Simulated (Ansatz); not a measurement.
The parent structure is CdSe in the zinc blende structure (space group F-43m, No. 216; a = 6.133 Å). Axes: x, y, z lie along the cube axes.

Now apply this change: strain tensor (xx, yy, zz, yz, xz, xy) = (+1.33, −3.29, +1.06, +0.62, +0.03, +0.10) %, atoms relaxed at fixed cell.

Calculations: r2SCAN/PAW in Ansatz (a quantum-chemistry and plane-wave program), spin-orbit coupling left out.

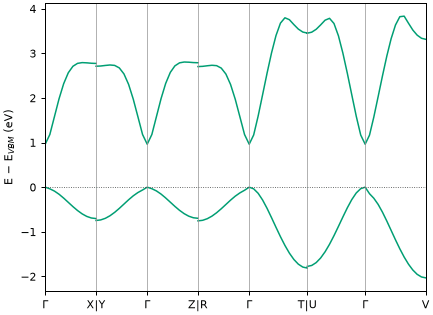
Figure: Highest valence and lowest conduction band along the path of the changed cell's own zone

**Question.** Read the changed gap and its character from the plot.

**Answer.** About 1.0 eV, direct at Γ.

No phonon test of stability was made. k-point labels follow each cell's own Brillouin zone.
